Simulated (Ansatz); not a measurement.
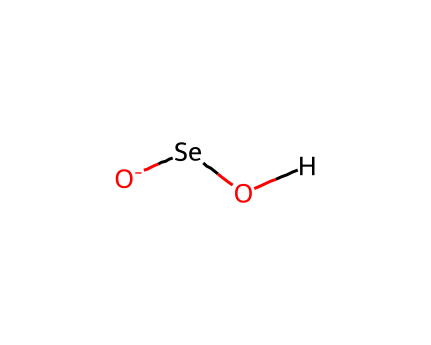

Figure made from data computed with Ansatz.

2D structure. The species has charge −1 and is a spin singlet.

Transcribe the drawing into SMILES.

Answer. [O-][Se]O

What is the molecular formula?

Answer. HO2Se, charge -1.

An optimisation with PBE0-D4/def2-TZVPD gave a structure of which point group?

Answer. C1.
